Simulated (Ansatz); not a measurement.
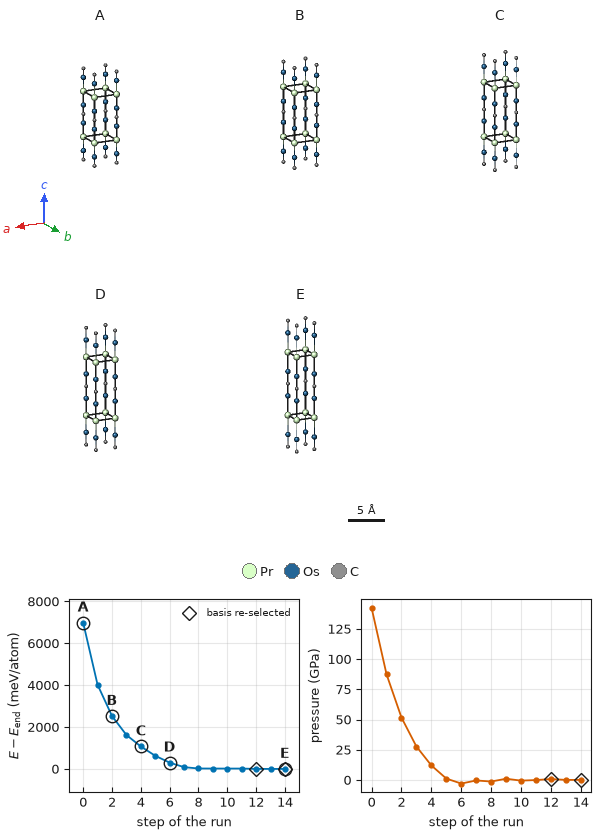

Frames of a relaxation of solid PrOs$_{2}$C (a generated structure, set up in P4/mmm) (coarse preliminary run), marked on the history of the run. Style: ball-and-stick. Shown: the cell of the calculation, from a free direction.

The calculation used DFT PBE, scalar-relativistic, plane waves, PAW; 4f electrons in the core of a trivalent norm-conserving potential in Ansatz 0.2.0. Set-up: plane-wave cutoff 660 eV; k-point mesh 6 × 6 × 4; occupations gaussian; smearing width 0.1 eV; no spin polarisation; cell and atoms relaxed; force threshold 0.04 eV/Å; at most 70 steps.

What happens along the run?

After 12 accepted moves (14 points after the start) the energy has fallen by 6989 meV per atom. The largest force component goes from 35 to 0.023 eV/Å. The pressure goes from 142.31 to 0.11 GPa. The SCF was repeated twice at an unchanged geometry on a basis and grid sized afresh for the cell, which shifted the energy by 16.0 meV per atom at most. The largest moves relative to the cell, 0.041 Å, are those of Os atoms. Pr and C stay in place. The volume changes by −12.5 %, with a = b 3.526 → 2.806 Å (−20.4 %), c 6.778 → 9.363 Å (+38.1 %). Among the contacts that change: C–Pr 3.389 → 4.681 Å, Os–Os 2.685 → 3.627 Å, Os–Pr 2.047 → 2.868 Å, Os–Os 3.526 → 2.806 Å. The space group stays P4/mmm (No. 123). Cost: 2.1 min on 1 thread of Intel(R) Xeon(R) Platinum 8259CL CPU @ 2.50GHz (Skylake/Cascade Lake), with other jobs on the host, peak memory 0.49 GiB. From step 0 to 2: Os atoms move most (0.09 Å), volume +8.9 %, energy −4461 meV per atom. From step 2 to 4: Os atoms move most (0.03 Å), volume +3.3 %, energy −1456 meV per atom. From step 4 to 6: Os atoms move most (0.04 Å), volume −13.1 %, energy −771 meV per atom. From step 6 to 14: Os atoms move most (0.14 Å), volume −10.5 %, energy −301 meV per atom.

```csv
step,"E − E(0), meV/atom","largest force component, eV/Å","pressure, GPa","volume, Å³/atom",note
0,0.00,34.5009,142.31,21.063,
1,-2967.93,12.3902,87.41,22.060,
2,-4460.55,6.7028,51.66,22.947,
3,-5367.11,1.7431,27.71,23.603,
4,-5916.53,0.4970,12.05,23.693,
5,-6361.26,1.6951,1.21,22.323,
6,-6687.80,1.6144,-2.91,20.597,
7,-6904.65,0.8662,-0.35,18.791,
8,-6968.35,0.1219,-1.24,18.569,
9,-6971.09,0.1192,1.06,18.153,
10,-6971.69,0.0715,-0.49,18.438,
11,-6971.95,0.0043,-0.01,18.348,
12,-6987.93,0.0079,0.80,18.348,"same geometry, new basis"
13,-6988.98,0.0233,0.11,18.434,
14,-6988.99,0.0233,0.11,18.434,"same geometry, new basis"
```
